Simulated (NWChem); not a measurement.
**One shape, several levels: SO2 (sulfur dioxide)**

Aim: a comparison of 3 runs (HCTH/120/pc-1, OPBE/6-31G*, HCTH/93/cc-pV(D+d)Z) of SO2 (sulfur dioxide). 

The results are computed with NWChem 7.3.0.

## (1) Starting point

SO2 has 3 atoms, charge 0, and is taken as a singlet. SMILES: `O=S=O`. The shape is that of a GFN2-xTB optimisation.

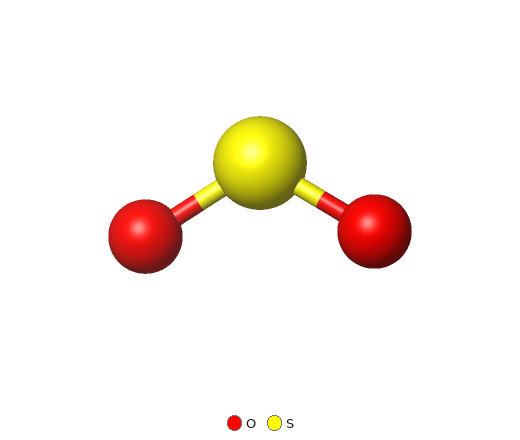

The structure, seen from a chosen angle (oxygen red, sulfur yellow).

## (2) The response to a field at HCTH/120/pc-1 (run 1)

Input file geom.nw:

```
start geom
title "O2S"
memory stack 880 mb heap 220 mb global 1100 mb
charge 0
geometry noautosym nocenter noautoz
O    -0.970250    0.629650   -0.459050
S     0.280030    0.371410    0.194090
O     0.690220   -1.001060    0.264960
end
basis spherical
* library pc-1
end
dft
xc hcth120
grid xfine
convergence energy 1e-05
direct
end
property
response 1 0.0428
end
task dft property
```

Command:

```console
$ nwchem geom.nw > geom.out
```

Output:

```text
[...]
 **** WARNING Zero Coefficient **** on atom "               O"
 angular momentum value: 0  standard basis set name: "pc-1"
 input line that generated warning:
   125:       0.230670E+04           0.539400E-02           0.000000E+00
[...]
          Wavefunction type:  closed shell.
          No. of atoms     :     3
          No. of electrons :    32
[...]
          Charge           :     0
          Spin multiplicity:     1
[...]
          AO basis - number of functions:    46
[...]
              XC Information
              --------------
                     HCTH120  Method XC Functional
                      HCTH120  Exchange Functional  1.000
                   HCTH120  Correlation Functional  1.000
[...]
 d= 0,ls=0.0,diis     1   -548.4619071449 -6.57D+02  4.14D-02  1.19D+00     1.0
[...]
 d= 0,ls=0.0,diis     9   -548.6035799773 -4.59D-08  5.88D-06  1.06D-07     6.8
         Total DFT energy =     -548.603579977303
      One electron energy =     -971.283510774555
           Coulomb energy =      357.297332598376
    Exchange-Corr. energy =      -42.973988535102
 Nuclear repulsion energy =      108.356586733977
[...]
 **** WARNING Zero Coefficient **** on atom "               S"
 angular momentum value: 1  standard basis set name: "pc-1"
 input line that generated warning:
   324:       0.395450E+03           0.462660E-02           0.000000E+00
 **** WARNING Zero Coefficient **** on atom "               S"
 angular momentum value: 1  standard basis set name: "pc-1"
 input line that generated warning:
   330:       0.461340E+00           0.000000E+00           0.580630E+00
[...]
 Anisotropic =      14.2629315
[...]
```

Wall time 19 s (1 thread of Intel Xeon Platinum 8488C (Sapphire Rapids), shared host); peak memory 0.12 GiB.

## (3) The energy at OPBE/6-31G(d) (Cartesian functions, SMD heptane) (run 2)

Input file nw.nw:

```
start nw
memory total 2200 mb

geometry noautosym nocenter noautoz
 O       -0.970250       0.629650      -0.459050
 S        0.280030       0.371410       0.194090
 O        0.690220      -1.001060       0.264960
end

basis cartesian
 O library 6-31G*
 S library 6-31G*
end

cosmo
 do_cosmo_smd true
 solvent heptane
end

dft
 xc optx cpbe96
 grid fine
 mulliken
end

task dft energy
```

Command:

```console
$ nwchem nw.nw > nw.out
```

Output:

```text
[...]
          Wavefunction type:  closed shell.
          No. of atoms     :     3
          No. of electrons :    32
[...]
          Charge           :     0
          Spin multiplicity:     1
[...]
          AO basis - number of functions:    49
[...]
              XC Information
              --------------
                        Slater Exchange Functional  1.052 local
                      OPTX     Exchange Functional  1.432 non-local
            Perdew 1991 LDA Correlation Functional  1.000 local
           PerdewBurkeErnz. Correlation Functional  1.000 non-local
[...]
 d= 0,ls=0.0,diis     1   -548.3346974905 -6.57D+02  5.01D-02  1.27D+00     0.5
[...]
 d= 0,ls=0.0,diis     6   -548.4905542984 -5.63D-07  1.92D-06  1.27D-08     4.8
         Total DFT energy =     -548.490554298379
      One electron energy =     -971.070460112915
           Coulomb energy =      357.085734110987
    Exchange-Corr. energy =      -42.804094047596
 Nuclear repulsion energy =      108.356586733977
             COSMO energy =       -0.058320982832
[...]
      Total Density - Mulliken Population Analysis
     ---------------------------------------------
    Atom       Charge   Shell Charges
 -----------   ------   -------------------------------------------------------
    1 O    8     8.37   1.99  0.96  2.82  0.90  1.64  0.06
    2 S   16    15.25   2.00  1.99  5.97  1.37  2.60  0.49  0.39  0.44
    3 O    8     8.37   1.99  0.96  2.82  0.90  1.64  0.06
[...]
```

Run time: 5.7 s. Hardware: 1 thread of Intel Xeon Platinum 8488C (Sapphire Rapids), shared host; peak memory 0.11 GiB.

## (4) Magnetic shielding at HCTH/93/cc-pV(D+d)Z (run 3)

Input file mol.nw:

```
start mol
memory total 2200 mb

geometry units angstrom noautosym nocenter noautoz
   O    -0.970250    0.629650   -0.459050
   S     0.280030    0.371410    0.194090
   O     0.690220   -1.001060    0.264960
end

basis spherical bse
   O library "cc-pV(D+d)Z"
   S library "cc-pV(D+d)Z"
end

dft
   xc hcth
   grid xfine
   convergence energy 1e-07
   mulliken
   print medium
end

property
   shielding
end

task dft property
```

Command:

```console
$ nwchem mol.nw > mol.out
```

Output:

```text
[...]
          Wavefunction type:  closed shell.
          No. of atoms     :     3
          No. of electrons :    32
[...]
          Charge           :     0
          Spin multiplicity:     1
[...]
          AO basis - number of functions:    51
[...]
              XC Information
              --------------
                        HCTH  Method XC Functional
                         HCTH  Exchange Functional  1.000
                      HCTH  Correlation Functional  1.000
[...]
 d= 0,ls=0.0,diis     1   -548.5074569101 -6.57D+02  3.55D-02  1.18D+00     1.8
[...]
 d= 0,ls=0.0,diis     8   -548.6528820286  4.33D-09  5.82D-06  1.15D-07     9.4
         Total DFT energy =     -548.652882028642
      One electron energy =     -971.662907159136
           Coulomb energy =      357.649622724649
    Exchange-Corr. energy =      -42.996184328133
 Nuclear repulsion energy =      108.356586733977
[...]
      Total Density - Mulliken Population Analysis
     ---------------------------------------------
    Atom       Charge   Shell Charges
 -----------   ------   -------------------------------------------------------
    1 O    8     8.31   2.01  0.88  0.96  2.79  1.66  0.02
    2 S   16    15.38   2.00  2.02  1.02  0.78  6.00  2.12  0.82  0.02  0.58
    3 O    8     8.31   2.01  0.88  0.96  2.79  1.66  0.02
[...]
           isotropic =    -253.3612
[...]
           isotropic =    -123.9976
[...]
           isotropic =    -253.5885
[...]
```

Wall time 23 s (1 thread of Intel Xeon Platinum 8488C (Sapphire Rapids), shared host); peak memory 0.12 GiB.

## (5) All runs side by side

```csv
run,level,task,Cartesian functions,energy (Eh),dipole moment (D),HOMO energy (eV),LUMO energy (eV),wall time
1,HCTH/120/pc-1,polarizability,no,-548.603580,1.86,-7.95,-4.36,19 s
2,"OPBE/6-31G* (Cartesian functions, SMD heptane)",energy,yes,-548.490554,1.69,-7.64,-4.00,5.7 s
3,HCTH/93/cc-pV(D+d)Z,nmr,no,-548.652882,1.64,-7.63,-3.96,23 s
```

## (6) Summary of results

| quantity | value |
| --- | --- |
| run 3: total energy | -548.65288 Eh |
| run 3: dipole moment | 1.64 D |
| run 3: HOMO energy | -7.63 eV |
| run 3: LUMO energy | -3.96 eV |
| run 3: HOMO–LUMO gap | 3.66 eV |
| run 3: isotropic shielding of O1 | -253.4 ppm |
| run 3: isotropic shielding of S2 | -124.0 ppm |

**Reading.** The dipole moment (its size) runs from 1.64 D (HCTH/93/cc-pV(D+d)Z) to 1.86 D (HCTH/120/pc-1). The two ends differ in method and basis. The HOMO–LUMO gap runs from 3.58 eV (HCTH/120/pc-1) to 3.66 eV (HCTH/93/cc-pV(D+d)Z). Totals of different functionals can't be ranked against each other. All runs together took 47 s, the longest 23 s.
